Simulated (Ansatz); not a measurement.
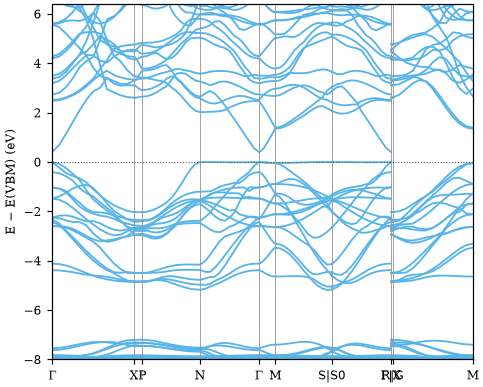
Band structure from the program Ansatz at the LDA level (PAW)

The gap is 0.41 eV; an edge lies off the plotted path or next to a special point (maximum on the S0–Γ line, 2 % of the way from S0, minimum at Γ).

The material is Cd₅TeS₄ in space group I-4m2 (No. 119; Pearson symbol tI20).

The workflow started from a Materials Project entry (that database holds measured and hypothetical structures alike); the Crystallography Open Database copy checked does not list it. Whether it is the stable phase at ambient conditions was not checked. The cell was relaxed with LDA under the symmetry of its start; its stability against distortions is not shown here. Scalar-relativistic: spin–orbit coupling is off unless named, which matters more the heavier the elements.

Potentials: the later of the program's two PAW sets.
